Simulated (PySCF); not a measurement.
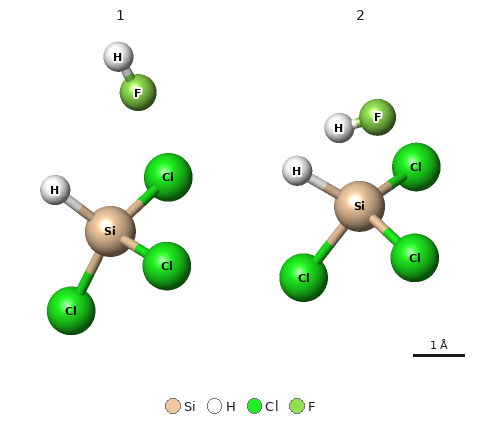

Two geometries of SiH₂Cl₃F (started from a transition state, displaced along its imaginary mode), drawn at one scale. One is the start of a relaxation, the other its converged end. A ball-and-stick model, seen from a free direction.

Level of theory: PySCF 2.14.0, RKS PBE0-D4/def2-TZVP, density fitting. 

### Which geometry has the lower energy?

Structure 1 is the relaxed one. After 46 geometry steps the energy has fallen by 1.821 eV. The atom that moves furthest after the best rigid fit is an H atom (1.72 Å). Largest moves by element: H 1.72 Å, Cl 0.80 Å, Si 0.62 Å, F 0.59 Å. Near-neighbour distances that change, for instance: H–Si 1.888 → 4.122 Å, F–Si 2.132 → 3.333 Å, F–H 0.804 → 0.921 Å, H–Si 1.497 → 1.467 Å. Among the angles between lasting bonds that change: H–Si–Cl 90.3° → 108.8°, H–Si–Cl 119.6° → 110.2°, Cl–Si–Cl 104.3° → 108.9°. The run took 9.5 min on 4 threads of Arm Neoverse V2 (shared host).
